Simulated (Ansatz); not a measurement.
Cost and result by functional for the surface energy of the (31-42) surface of hcp Mg in its 1x1 cell, outermost plane spacing 0.25 Å in the ideal cut, in Ansatz (plane waves, PAW). Single points on the PBE structure, on one kind of machine; costs are rough ratios of the slab run's core time (references not counted) to the cheapest single point. r2SCAN's cost holds its higher cutoff (500 against 420 eV). Differences are taken against r2SCAN for comparison alone: no measured value is at hand, so the table doesn't rank accuracy.

Model: 30-atom slab, 10.6 Å thick at the start, 5x5x1 mesh, Fermi-Dirac 0.1 eV, dipole correction, all atoms relaxed; start symmetry kept, larger cells not searched; no spin, no spin-orbit, no U. These notes are the PBE run's.

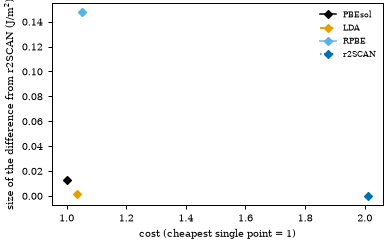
*Difference from r2SCAN against cost*

```
functional                     relative cost  surface energy (J/m²)  less r2SCAN (J/m²)
-----------------------------  -------------  ---------------------  ------------------
PBEsol                                     1                   0.80               -0.01
LDA                                        1                   0.81                0.00
RPBE                                       1                   0.66               -0.15
r2SCAN                                     2                   0.81                0.00
PBE (the relaxed run's value)              –                   0.72               -0.09
```

The values span 0.15 J/m², while the single points' costs differ by a factor of roughly 2. Differences are of unrounded values.

Ansatz is a first-principles code.
